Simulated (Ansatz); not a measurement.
# CH₄OSSi: how energies converge with the basis set

How large a basis does CH₄OSSi need? Two functionals are run in growing sets.

Computed with Ansatz 0.2.0, Gaussian basis. Level: one geometry, several basis sets.

Levels to be run: PBE0-D4/def2-SVP; ωB97M-V/def2-SVP; PBE0-D4/def2-QZVPP; ωB97M-V/def2-QZVPP; the functionals' def2-TZVPP values are taken from earlier runs.

## (1) The relaxed structure

An earlier PBE0-D4 in a triple-zeta def2 set relaxation fixed the geometry.

SMILES `O=C([SiH3])S`, 8 atoms, charge 0, spin multiplicity 1.

Atoms are counted from 1 here; the program's logs count them from 0.

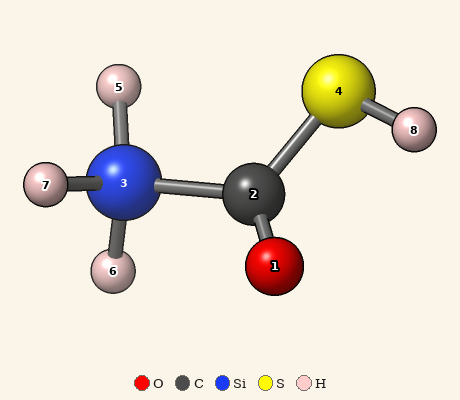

The geometry (oxygen red, carbon dark grey, silicon blue, sulfur yellow, hydrogen pink); atoms are numbered from 1 in the order of the file.

Coordinates:

```xyz
8
charge 0, multiplicity 1
O    -0.4191   -0.6362    1.6473
C    -0.2566   -0.5129    0.4635
Si    0.5227    1.0833   -0.2843
S    -0.7071   -1.7663   -0.7254
H     0.6052    0.9647   -1.7611
H    -0.3475    2.2175    0.1062
H     1.8725    1.2290    0.3098
H    -1.1780   -2.6362    0.1881
```

## (2) PBE0-D4 in def2-SVP

File in.yaml:

```yaml
crystal:
  periodic: [false, false, false]
  atoms:
    - {symbol: O, position_ang: [-0.419104, -0.636159, 1.647322]}
    - {symbol: C, position_ang: [-0.256605, -0.512945, 0.463540]}
    - {symbol: Si, position_ang: [0.522678, 1.083251, -0.284292]}
    - {symbol: S, position_ang: [-0.707132, -1.766296, -0.725364]}
    - {symbol: H, position_ang: [0.605248, 0.964664, -1.761059]}
    - {symbol: H, position_ang: [-0.347482, 2.217461, 0.106219]}
    - {symbol: H, position_ang: [1.872458, 1.229038, 0.309787]}
    - {symbol: H, position_ang: [-1.177962, -2.636214, 0.188145]}
basis:
  gaussian: {orbitals: def2-SVP}
hamiltonian: {xc: pbe0, dispersion: d4}
output: {orbitals: {seedname: orbitals}}
```

On the command line:

```console
$ ansatz run in.yaml --threads 2 --pin off --events-out ev --progress --plain --max-ram 4352MiB
```

The runs that follow: ωB97M-V in def2-SVP; PBE0-D4 in def2-QZVPP; ωB97M-V in def2-QZVPP.

Before running them: what should the planned runs give, taken together? Wanted: PBE0-D4: double and triple zeta above quadruple; ωB97M-V: double and triple zeta above quadruple.

**Answer**, as computed:

| quantity | value |
| --- | --- |
| PBE0-D4: double and triple zeta above quadruple | 10.94, 0.77 eV |
| ωB97M-V: double and triple zeta above quadruple | 11.01, 0.72 eV |

**Reading.** PBE0-D4 gains 10.17 eV from double to triple zeta, then 0.77 eV more. Total energies overstate the basis error of differences, where much of it tends to cancel.
